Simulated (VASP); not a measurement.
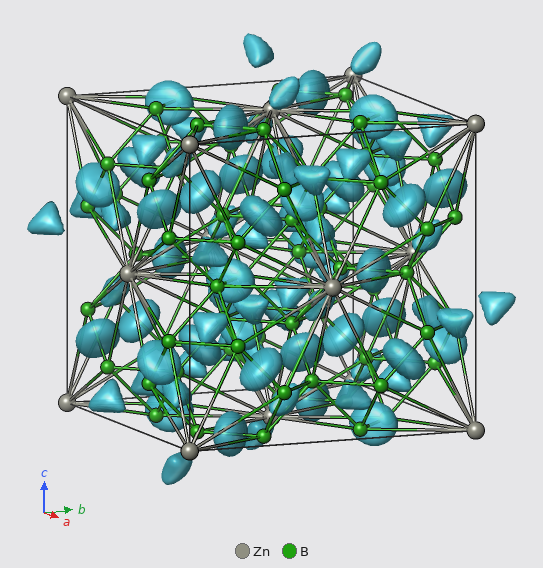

The picture shows: ZnB$_{12}$. Isosurface of the electron localisation function at 0.85 (cyan), seen slightly off an axis. Only the valence region is drawn (cores and ρ < 0.01 e/Å³ removed). Sticks mark near contacts.

Space group Fm-3m; a structure from a database of computed crystals, not necessarily the ambient phase; a generated structure, not necessarily the stable one.

Computed with Kohn-Sham DFT of a periodic cell, PBE, VASP PAW PBE potentials, recommended in VASP.

Question: Describe the localisation domains.

Answer: The ELF exceeds this value in 56 regions between bonded B–B atoms (shared pairs), counted in one cell of 52 atoms. Any copies at cell faces, edges or corners count once. Profiles from the grid: B–B (1.71 Å): the ELF peaks at about 1 between the atoms. Zn–B (2.76 Å): the ELF peaks at about 0.50 in the valence shell of B, 0.8 Å from its nucleus, and drops to about 0.10 between the two atoms; no shared electron pair shows on this line.
